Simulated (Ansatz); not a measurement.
# F on Ni(111): change of the work function, part 2 of 4

Wanted: Δφ(θ) for F/Ni(111), starting from the fcc site.

Ansatz 0.2.0; plane-wave DFT, PBE, Ansatz PAW.

So far, work function, upper face (eV): step 2 (the clean slab) 5.07.

**3. Adsorbate added, k-mesh 4×4×1, coverage 0.111 ML**

System of this step: Ni36F (F/Ni(111)). The cell holds 37 atoms: 36 Ni and 1 F. Its edges and angles: a = 7.467 Å, b = 7.467 Å, c = 25.251 Å, α = 90.0°, β = 90.0°, γ = 60.0°. Vacuum lies along c.

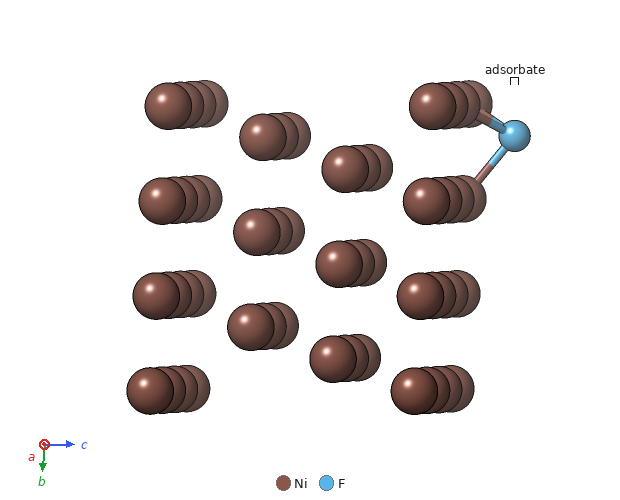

The cell of this step (nickel brown, fluorine blue). Bonds to atoms that aren't drawn are left out. Some periodic images of atoms are drawn too.

The clean slab as it ended is repeated in the plane and the adsorbate is set on one face; the cell's size fixes the coverage, and the k-mesh shrinks with it to keep the sampling density about even. Adsorbate and upper layers relax, since the dipole depends on the height.

Contents of input.yaml:

```yaml
crystal:
  lattice:
    - [7.4670476093, 0.0, 0.0]
    - [3.7335238046, 6.4666529209, 0.0]
    - [0.0, 0.0, 25.2506310946]
  atoms:
    - { symbol: Ni, position: [0.0, 0.0, 0.3564267351], spin: 0.7 }
    - { symbol: Ni, position: [0.1111111111, 0.1111111111, 0.4369107808], spin: 0.72 }
    - { symbol: Ni, position: [0.2222222222, 0.2222222222, 0.517127165], spin: 0.72 }
    - { symbol: Ni, position: [0.0, 0.0, 0.5965382084], spin: 0.7 }
    - { symbol: Ni, position: [0.0, 0.3333333333, 0.3564267351], spin: 0.7 }
    - { symbol: Ni, position: [0.1111111111, 0.4444444444, 0.4369107808], spin: 0.72 }
    - { symbol: Ni, position: [0.2222222222, 0.5555555556, 0.517127165], spin: 0.72 }
    - { symbol: Ni, position: [0.0, 0.3333333333, 0.5965382084], spin: 0.7 }
    - { symbol: Ni, position: [0.0, 0.6666666667, 0.3564267351], spin: 0.7 }
    - { symbol: Ni, position: [0.1111111111, 0.7777777778, 0.4369107808], spin: 0.72 }
    - { symbol: Ni, position: [0.2222222222, 0.8888888889, 0.517127165], spin: 0.72 }
    - { symbol: Ni, position: [0.0, 0.6666666667, 0.5965382084], spin: 0.7 }
    - { symbol: Ni, position: [0.3333333333, 0.0, 0.3564267351], spin: 0.7 }
    - { symbol: Ni, position: [0.4444444444, 0.1111111111, 0.4369107808], spin: 0.72 }
    - { symbol: Ni, position: [0.5555555556, 0.2222222222, 0.517127165], spin: 0.72 }
    - { symbol: Ni, position: [0.3333333333, 0.0, 0.5965382084], spin: 0.7 }
    - { symbol: Ni, position: [0.3333333333, 0.3333333333, 0.3564267351], spin: 0.7 }
    - { symbol: Ni, position: [0.4444444444, 0.4444444444, 0.4369107808], spin: 0.72 }
    - { symbol: Ni, position: [0.5555555556, 0.5555555556, 0.517127165], spin: 0.72 }
    - { symbol: Ni, position: [0.3333333333, 0.3333333333, 0.5965382084], spin: 0.7 }
    - { symbol: Ni, position: [0.3333333333, 0.6666666667, 0.3564267351], spin: 0.7 }
    - { symbol: Ni, position: [0.4444444444, 0.7777777778, 0.4369107808], spin: 0.72 }
    - { symbol: Ni, position: [0.5555555556, 0.8888888889, 0.517127165], spin: 0.72 }
    - { symbol: Ni, position: [0.3333333333, 0.6666666667, 0.5965382084], spin: 0.7 }
    - { symbol: Ni, position: [0.6666666667, 0.0, 0.3564267351], spin: 0.7 }
    - { symbol: Ni, position: [0.7777777778, 0.1111111111, 0.4369107808], spin: 0.72 }
    - { symbol: Ni, position: [0.8888888889, 0.2222222222, 0.517127165], spin: 0.72 }
    - { symbol: Ni, position: [0.6666666667, 0.0, 0.5965382084], spin: 0.7 }
    - { symbol: Ni, position: [0.6666666667, 0.3333333333, 0.3564267351], spin: 0.7 }
    - { symbol: Ni, position: [0.7777777778, 0.4444444444, 0.4369107808], spin: 0.72 }
    - { symbol: Ni, position: [0.8888888889, 0.5555555556, 0.517127165], spin: 0.72 }
    - { symbol: Ni, position: [0.6666666667, 0.3333333333, 0.5965382084], spin: 0.7 }
    - { symbol: Ni, position: [0.6666666667, 0.6666666667, 0.3564267351], spin: 0.7 }
    - { symbol: Ni, position: [0.7777777778, 0.7777777778, 0.4369107808], spin: 0.72 }
    - { symbol: Ni, position: [0.8888888889, 0.8888888889, 0.517127165], spin: 0.72 }
    - { symbol: Ni, position: [0.6666666667, 0.6666666667, 0.5965382084], spin: 0.7 }
    - { symbol: F, position: [0.1111111111, 0.1111111111, 0.6435732649] }
magnetization:
  spin_polarized: true
kpoints:
  mp_grid: { grid: [4, 4, 1] }
hamiltonian:
  xc: pbe
scf:
  occupations: { method: fermi_dirac, width: 0.1 }
  convergence: { dr2_threshold: 1.0e-08 }
efield:
  axis: 3
  dipole_correction: true
  ramp_position: 0.97
  ramp_width: 0.06
relax:
  f_tol: 0.02
  max_steps: 60
  constraints:
    - { sites: [0, 1, 4, 5, 8, 9, 12, 13, 16, 17, 20, 21, 24, 25, 28, 29, 32, 33] }
output:
  write_potential: true
  write_density: true
  volumetric_format: npy
```

Run with:

```bash
> ansatz run input.yaml --threads 4 --pin off --max-ram 16384MiB --backend cpu --events-out ev --progress --plain --runs-dir out
```

Numbers of over 12 decimals in the logs are rounded to 6 here.

The log of the run:

```text
[...]
Crystal: 37 atoms, lattice volume = 1219.272 Å³
Basis set: ecut = 420 eV, 23833 PW (Γ), exchange–correlation on 100×100×360 points (8 copies of the dense FFT grid, shifted against one another)
Bands: 409, of which v1, the nominal top of the filled ones, is band 328 counted from 1 (327 counted from 0)
Symmetry: 6 space group operations
k-points: 4 of 16 (time reversal used)
[...]
Starting moments: Σ|m| = 25.56 μB on 36 of 37 sites
[...]
SCF iter   1: F=—  HF=-210993.495368 eV  |F-HF|=—  |Δ(HF+E_count)|=         —  Δρ=2.97e-2 (↑1.21e-2 ↓2.97e-2)  dr2=2.65e1  dr2_m=2.53e0  M=27.208 μB ∫|m|=28.664 μB  β_m=1.00  ethr=3.10e-3  p=-0.000 e·Å  D=-6.34e-7 V/Å  ΔV_dip=0.00 eV  dr2_dipole=9.48e-2  V_vac-E_F(+/−)=7.23/7.23 eV  ⟨swp⟩=8.4  Hψ=15610  notcnv=0  defer=330
[...]
SCF iter  18: F=-211027.170635 eV  HF=-211027.170635 eV  |F-HF|=3.78e-10  |Δ(HF+E_count)|=   1.60e-8  Δρ=7.44e-7 (↑2.87e-7 ↓7.44e-7)  dr2=8.65e-9  dr2_m=1.11e-9  M=24.252 μB ∫|m|=27.884 μB  ethr=1.00e-12  p=0.014 e·Å  D=2.12e-3 V/Å  ΔV_dip=-0.05 eV  dr2_dipole=5.32e-10  V_vac-E_F(+/−)=5.03/5.08 eV  ⟨swp⟩=5.8  Hψ=20688  notcnv=0
SCF 1 converged in 18 iterations: F = -211027.170635 eV  dr2 = 8.65e-9
[...]
relax step   1: F+E_penalty+E_count = -211027.17063527 eV  Δ(F+E_penalty+E_count) = +0.000e0 eV  max|allowed force component| = 3.255e0 eV/Å  Δτ_max = 0.0000 Å  (18 SCF iters, accepted)
[...]
SCF iter  15: F=-211027.419534 eV  HF=-211027.419534 eV  |F-HF|=1.78e-9  |Δ(HF+E_count)|=   5.85e-9  Δρ=3.08e-7 (↑2.55e-7 ↓3.08e-7)  dr2=2.40e-9  dr2_m=1.40e-10  M=24.312 μB ∫|m|=27.955 μB  ethr=1.00e-12  p=-0.004 e·Å  D=-6.33e-4 V/Å  ΔV_dip=0.02 eV  dr2_dipole=1.67e-10  V_vac-E_F(+/−)=5.10/5.08 eV  ⟨swp⟩=6.0  Hψ=19952  notcnv=0
SCF 2 converged in 15 iterations: F = -211027.419534 eV  dr2 = 2.40e-9
[...]
relax step   2: F+E_penalty+E_count = -211027.41953423 eV  Δ(F+E_penalty+E_count) = -2.489e-1 eV  max|allowed force component| = 2.184e0 eV/Å  Δτ_max = 0.0736 Å  (15 SCF iters, accepted)
SCF iter   1: F=—  HF=-211027.703900 eV  |F-HF|=—  |Δ(HF+E_count)|=         —  Δρ=2.54e-3 (↑2.22e-3 ↓2.54e-3)  dr2=2.73e-1  dr2_m=1.11e-2  M=24.386 μB ∫|m|=28.024 μB  β_m=1.00  ethr=4.94e-4  p=-0.004 e·Å  D=-6.33e-4 V/Å  ΔV_dip=0.02 eV  dr2_dipole=5.68e-2  V_vac-E_F(+/−)=5.12/5.10 eV  ⟨swp⟩=4.9  Hψ=8395  notcnv=0  defer=372
[...]
SCF iter  15: F=-211027.660051 eV  HF=-211027.660051 eV  |F-HF|=7.01e-9  |Δ(HF+E_count)|=   8.12e-9  Δρ=5.64e-7 (↑2.40e-7 ↓5.64e-7)  dr2=5.81e-9  dr2_m=5.27e-10  M=24.419 μB ∫|m|=28.071 μB  ethr=1.16e-12  p=-0.067 e·Å  D=-9.98e-3 V/Å  ΔV_dip=0.25 eV  dr2_dipole=6.21e-11  V_vac-E_F(+/−)=5.33/5.08 eV  ⟨swp⟩=6.1  Hψ=20218  notcnv=0
SCF 3 converged in 15 iterations: F = -211027.660051 eV  dr2 = 5.81e-9
relax step   3: F+E_penalty+E_count = -211027.66005109 eV  Δ(F+E_penalty+E_count) = -2.405e-1 eV  max|allowed force component| = 1.667e-1 eV/Å  Δτ_max = 0.2000 Å  (15 SCF iters, accepted)
[...]
relax step   4: F+E_penalty+E_count = -211027.62428648 eV  Δ(F+E_penalty+E_count) = +3.576e-2 eV  max|allowed force component| = 3.182e-1 eV/Å  Δτ_max = 0.0788 Å  (15 SCF iters, rejected (line search))
SCF iter   1: F=—  HF=-211027.653861 eV  |F-HF|=—  |Δ(HF+E_count)|=         —  Δρ=2.54e-3 (↑1.75e-3 ↓2.54e-3)  dr2=6.50e-2  dr2_m=2.95e-2  M=24.434 μB ∫|m|=28.082 μB  β_m=1.00  ethr=1.22e-4  p=-0.061 e·Å  D=-8.98e-3 V/Å  ΔV_dip=0.23 eV  dr2_dipole=2.37e-4  V_vac-E_F(+/−)=5.31/5.08 eV  ⟨swp⟩=4.8  Hψ=8603  notcnv=0  defer=371
[...]
SCF iter  15: F=-211027.664304 eV  HF=-211027.664304 eV  |F-HF|=8.27e-9  |Δ(HF+E_count)|=   7.57e-9  Δρ=5.40e-7 (↑1.75e-7 ↓5.40e-7)  dr2=9.67e-9  dr2_m=4.69e-10  M=24.423 μB ∫|m|=28.074 μB  ethr=1.00e-12  p=-0.069 e·Å  D=-1.03e-2 V/Å  ΔV_dip=0.26 eV  dr2_dipole=1.94e-9  V_vac-E_F(+/−)=5.34/5.08 eV  ⟨swp⟩=6.4  Hψ=20039  notcnv=0
SCF 5 converged in 15 iterations: F = -211027.664304 eV  dr2 = 9.67e-9
relax step   5: F+E_penalty+E_count = -211027.66430399 eV  Δ(F+E_penalty+E_count) = -4.253e-3 eV  max|allowed force component| = 9.699e-3 eV/Å  Δτ_max = 0.0166 Å  (15 SCF iters, accepted)
NSCF: frozen V_eff on 4 k-points
[...]
SCF converged after 15 iterations
Magnetization: 24.4226 μB (339.7113 up, 315.2887 down)
Absolute magnetization: 28.1026 μB (∫|ρ↑−ρ↓|, with the PAW one-centre terms)
[...]
Per-site moments (μB) at R_I (Å): [(0.694648, 1.026719), (0.718236, 1.023557), (0.725732, 1.016846), (0.758601, 0.847760), (0.694648, 1.026719), (0.725675, 1.019831), (0.714760, 1.010825), (0.758601, 0.847760), (0.705250, 1.026719), (0.725675, 1.019831), (0.725732, 1.016846), (0.744600, 1.009435), (0.694648, 1.026719), (0.725675, 1.019831), (0.714760, 1.010825), (0.758601, 0.847760), (0.699126, 1.026719), (0.715787,  [...]
Free energy (F): -211027.664304 eV
[...]
Internal energy: -211025.565827 eV  (E = F + TS)
E sigma→0 (E₀):  -211026.615066 eV
Entropy (-TS):   -2.098477 eV (-56.716 meV/atom)
Fermi energy:    2.430685 eV
Dipole field:    D = -0.010277 V/Å  (p = -0.069247 e·Å, saw-weighted, corrected)
Work function:   Φ+ = 5.3409 eV   Φ− = 5.0814 eV
[...]
--- Forces (eV/Å), atoms counted from 1 ---
  atom   1  Ni     0.00887117     0.00512177     0.13544826
  atom   2  Ni    -0.00000000     0.00000000    -0.15473354
  atom   3  Ni    -0.00091115    -0.00052605    -0.00032832
  atom   4  Ni    -0.00151464    -0.00087448     0.00426701
  atom   5  Ni     0.00000000    -0.01024354     0.13544826
  atom   6  Ni    -0.03485387     0.01585342    -0.14027849
  atom   7  Ni     0.00137143    -0.00079179     0.00062829
  atom   8  Ni    -0.00000000     0.00174895     0.00426701
  atom   9  Ni     0.01792574    -0.01034943     0.15362824
  atom  10  Ni    -0.03115640     0.02225763    -0.14027849
  atom  11  Ni    -0.00000000     0.00105211    -0.00032832
  atom  12  Ni    -0.00065502     0.00037817    -0.00075523
  atom  13  Ni    -0.00887117     0.00512177     0.13544826
  atom  14  Ni    -0.00369747    -0.03811104    -0.14027849
  atom  15  Ni    -0.00000000     0.00158359     0.00062829
  atom  16  Ni     0.00151464    -0.00087448     0.00426701
  atom  17  Ni    -0.00051777    -0.00029894     0.13813896
  atom  18  Ni    -0.00000000     0.00000000    -0.20241910
  atom  19  Ni    -0.00137143    -0.00079179     0.00062829
  atom  20  Ni     0.00082810     0.00047810    -0.00010640
  atom  21  Ni    -0.00000000     0.00059787     0.13813896
  atom  22  Ni     0.03115640     0.02225763    -0.14027849
  atom  23  Ni    -0.00295573     0.00170649     0.00030733
  atom  24  Ni     0.00000000    -0.00095621    -0.00010640
  atom  25  Ni    -0.00000000     0.02069886     0.15362824
  atom  26  Ni     0.00369747    -0.03811104    -0.14027849
  atom  27  Ni     0.00091115    -0.00052605    -0.00032832
  atom  28  Ni     0.00000000    -0.00075635    -0.00075523
  atom  29  Ni     0.00051777    -0.00029894     0.13813896
  atom  30  Ni     0.03485387     0.01585342    -0.14027849
  atom  31  Ni     0.00000000    -0.00341298     0.00030733
  atom  32  Ni    -0.00082810     0.00047810    -0.00010640
  atom  33  Ni    -0.01792574    -0.01034943     0.15362824
  atom  34  Ni    -0.00000000     0.00000000    -0.08522763
  atom  35  Ni     0.00295573     0.00170649     0.00030733
  atom  36  Ni     0.00065502     0.00037817    -0.00075523
  atom  37  F     -0.00000000    -0.00000000    -0.00969901
  max |Σ_I F_I| component: 6.58e-5 eV/Å
--- Band table (eV; the first three rows and the last of 8) ---
  k-point 0 ↑: bands = [... 324 lower, 1.6380, 1.6463, 1.6463, 1.6509, 1.6540, 1.6625, 1.6625, 1.6715, ... 77 higher]
  k-point 1 ↑: bands = [... 324 lower, 1.7331, 1.7370, 1.7378, 1.7754, 1.7769, 1.7875, 1.7903, 1.7978, ... 77 higher]
  k-point 2 ↑: bands = [... 324 lower, 1.7882, 1.7903, 1.7985, 1.8050, 1.8104, 1.8387, 1.8565, 1.8664, ... 77 higher]
  k-point 3 ↓: bands = [... 324 lower, 2.6028, 2.6387, 2.6505, 2.6582, 2.6653, 2.6873, 2.7162, 2.7339, ... 77 higher]
--- Relaxed structure (5 steps of the walk, 4 accepted, 0 SCFs on fresh bases) ---
  F+E_penalty+E_count = -211027.66430399 eV   max|allowed force component| = 9.699e-3 eV/Å
  atoms:
    - { symbol: Ni, position: [1.1111113280699718e-11, 1.111111328069972e-11, 0.356427] }
    - { symbol: Ni, position: [0.111111, 0.111111, 0.436911] }
    - { symbol: Ni, position: [0.221777, 0.221777, 0.517184] }
    - { symbol: Ni, position: [-0.00380094, -0.00380094, 0.598200] }
    - { symbol: Ni, position: [1.1111084274872951e-11, 0.333333, 0.356427] }
    - { symbol: Ni, position: [0.111111, 0.444444, 0.436911] }
    - { symbol: Ni, position: [0.221730, 0.555802, 0.516628] }
    - { symbol: Ni, position: [-0.00380094, 0.340935, 0.598200] }
    - { symbol: Ni, position: [-2.2222224060897133e-11, 0.666667, 0.356427] }
    - { symbol: Ni, position: [0.111111, 0.777778, 0.436911] }
    - { symbol: Ni, position: [0.221777, 0.889778, 0.517184] }
    - { symbol: Ni, position: [0.000124495, 0.666604, 0.596162] }
    - { symbol: Ni, position: [0.333333, 1.111111328069972e-11, 0.356427] }
    - { symbol: Ni, position: [0.444444, 0.111111, 0.436911] }
    - { symbol: Ni, position: [0.555802, 0.221730, 0.516628] }
    - { symbol: Ni, position: [0.340935, -0.00380094, 0.598200] }
    - { symbol: Ni, position: [0.333333, 0.333333, 0.356427] }
    - { symbol: Ni, position: [0.444444, 0.444444, 0.436911] }
    - { symbol: Ni, position: [0.555802, 0.555802, 0.516628] }
    - { symbol: Ni, position: [0.335401, 0.335401, 0.595565] }
    - { symbol: Ni, position: [0.333333, 0.666667, 0.356427] }
    - { symbol: Ni, position: [0.444444, 0.777778, 0.436911] }
    - { symbol: Ni, position: [0.553042, 0.890145, 0.517779] }
    - { symbol: Ni, position: [0.335401, 0.662531, 0.595565] }
    - { symbol: Ni, position: [0.666667, -2.22222043069289e-11, 0.356427] }
    - { symbol: Ni, position: [0.777778, 0.111111, 0.436911] }
    - { symbol: Ni, position: [0.889778, 0.221777, 0.517184] }
    - { symbol: Ni, position: [0.666604, 0.000124495, 0.596162] }
    - { symbol: Ni, position: [0.666667, 0.333333, 0.356427] }
    - { symbol: Ni, position: [0.777778, 0.444444, 0.436911] }
    - { symbol: Ni, position: [0.890145, 0.553042, 0.517779] }
    - { symbol: Ni, position: [0.662531, 0.335401, 0.595565] }
    - { symbol: Ni, position: [0.666667, 0.666667, 0.356427] }
    - { symbol: Ni, position: [0.777778, 0.777778, 0.436911] }
    - { symbol: Ni, position: [0.890145, 0.890145, 0.517779] }
    - { symbol: Ni, position: [0.666604, 0.666604, 0.596162] }
    - { symbol: F, position: [0.111111, 0.111111, 0.654416] }
```

It took 33 min on 4 threads of Arm Neoverse V1, shared host; peak memory 9.6 GiB; 2.1 h of CPU time.

Step by step:

```
step  energy less that of the first step (eV)  largest force component (eV/Å)
   1                                   0.0000                          3.2553
   2                                  -0.2489                          2.1844
   3                                  -0.4894                          0.1667
   4                                  -0.4537                          0.3182
   5                                  -0.4937                          0.0097
```

Relaxation step 4 was tried and not accepted.

The run keeps the 6 symmetry operations that it works with, so distortions that break them were not tested.

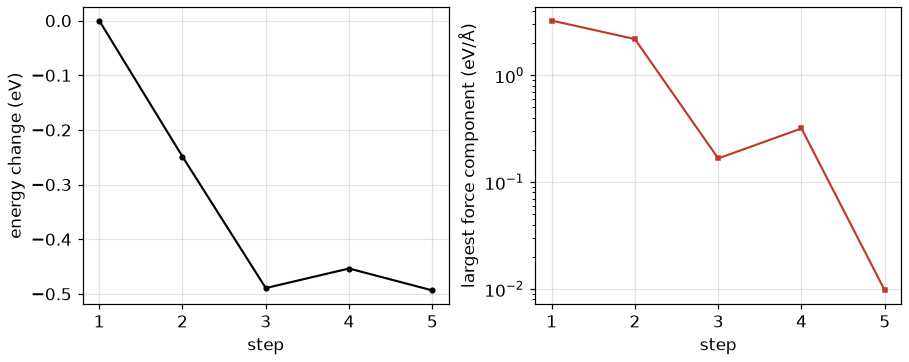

Energy and largest force along the relaxation.

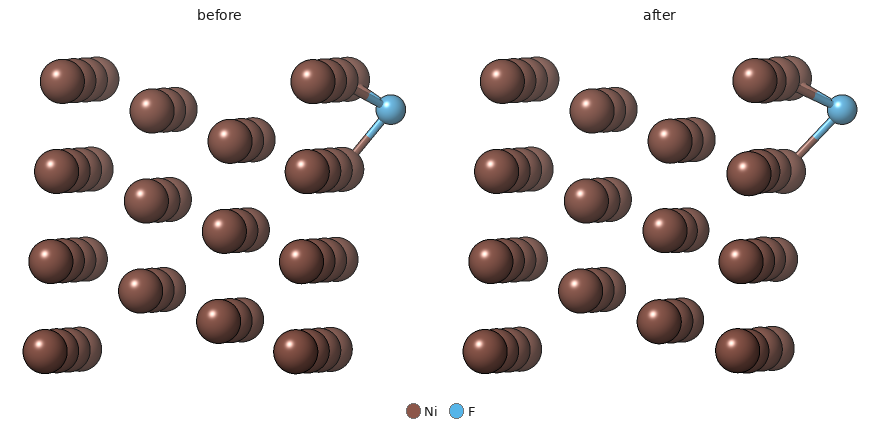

Before and after, at one scale. Bonds to atoms that aren't drawn are left out.

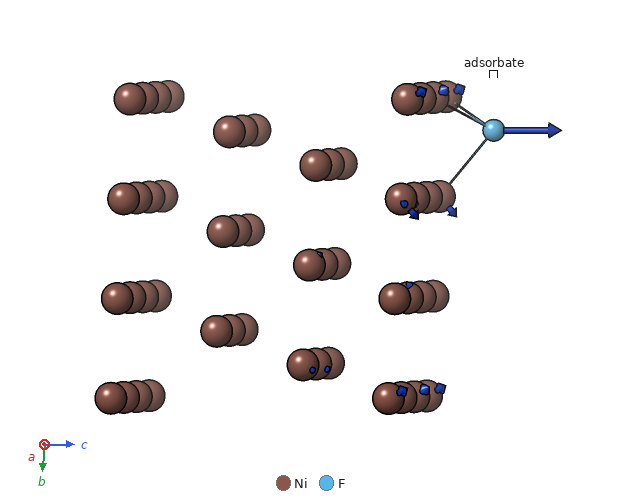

Displacements in the relaxation, exaggerated; the longest in the cell stands for 0.27 Å. Bonds to atoms that aren't drawn are left out. Some periodic images of atoms are drawn too.

The atoms that moved most (Å):

```
atom      dx      dy      dz  length
 F37   0.000   0.000   0.274   0.274
Ni16   0.043  -0.025   0.042   0.065
 Ni4  -0.043  -0.025   0.042   0.065
 Ni8   0.000   0.049   0.042   0.065
Ni24   0.000  -0.027  -0.025   0.036
Ni32  -0.023   0.013  -0.025   0.036
Ni20   0.023   0.013  -0.025   0.036
Ni35   0.014   0.008   0.016   0.023
```

Final coordinates:

```
Ni F
1.0
     7.46705    0.00000    0.00000
     3.73352    6.46665    0.00000
     0.00000    0.00000   25.25063
Ni F
36 1
Direct
  0.00000 0.00000 0.35643
  0.11111 0.11111 0.43691
  0.22178 0.22178 0.51718
  0.99620 0.99620 0.59820
  0.00000 0.33333 0.35643
  0.11111 0.44444 0.43691
  0.22173 0.55580 0.51663
  0.99620 0.34094 0.59820
  0.00000 0.66667 0.35643
  0.11111 0.77778 0.43691
  0.22178 0.88978 0.51718
  0.00012 0.66660 0.59616
  0.33333 0.00000 0.35643
  0.44444 0.11111 0.43691
  0.55580 0.22173 0.51663
  0.34094 0.99620 0.59820
  0.33333 0.33333 0.35643
  0.44444 0.44444 0.43691
  0.55580 0.55580 0.51663
  0.33540 0.33540 0.59557
  0.33333 0.66667 0.35643
  0.44444 0.77778 0.43691
  0.55304 0.89015 0.51778
  0.33540 0.66253 0.59557
  0.66667 0.00000 0.35643
  0.77778 0.11111 0.43691
  0.88978 0.22178 0.51718
  0.66660 0.00012 0.59616
  0.66667 0.33333 0.35643
  0.77778 0.44444 0.43691
  0.89015 0.55304 0.51778
  0.66253 0.33540 0.59557
  0.66667 0.66667 0.35643
  0.77778 0.77778 0.43691
  0.89015 0.89015 0.51778
  0.66660 0.66660 0.59616
  0.11111 0.11111 0.65442
```

Numbers from this step:

| Property | Result |
| --- | --- |
| energy at zero smearing | -211026.6151 eV |
| total moment | 24.42 μB |
| work function, upper face | 5.341 eV |
| work function, lower face | 5.081 eV |
| dipole along the normal | -0.06925 e·Å |
| step between the vacuum levels | 0.2595 eV |

Running mean over 2.032 Å of the planar mean; the ramp of the sawtooth is left out. The electron's electrostatic potential energy less the Fermi level by z:

```
z (Å)  electron's electrostatic potential energy less the Fermi level (eV)
    4                                                                 5.08
    5                                                                 5.08
    6                                                                 5.03
    7                                                                 4.40
    8                                                                -3.19
    9                                                                -10.0
   10                                                                -10.3
   11                                                                -10.4
   12                                                                -10.5
   13                                                                -10.4
   14                                                                -10.7
   15                                                                -10.3
   16                                                                -4.59
   17                                                                 3.84
   18                                                                 5.21
   19                                                                 5.34
   20                                                                 5.34
   21                                                                 5.34
   22                                                                 5.34
```

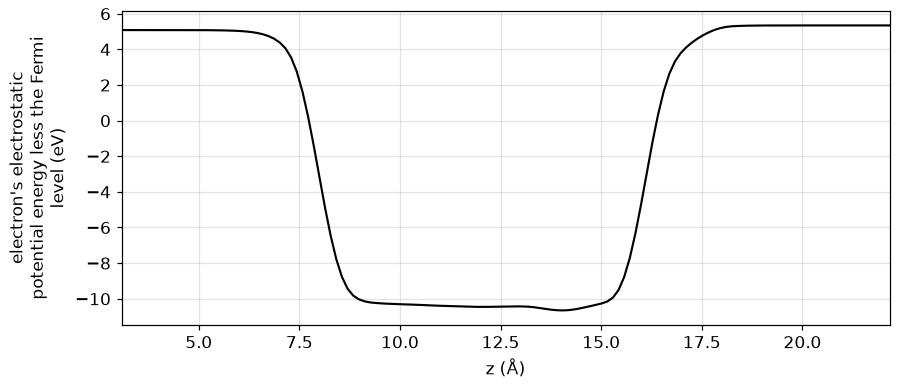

Electron's electrostatic potential energy less the Fermi level against z.

[end of part 2 of 4]

[Logs are printed without paths, hosts, clocks, repeated set-up lines and the standing remarks that a program may print on its own settings, such as how far it seeks lower states.]

[Hosts, paths, dates, database ids (printed as entryN), source tags and the programs' standing remarks are cut or masked in the printed files.]

[Maps of the electrostatic potential energy from Ansatz leave out the sawtooth potential of an applied field or a dipole correction, so their vacuum need not be flat; planar profiles and work functions include it.]
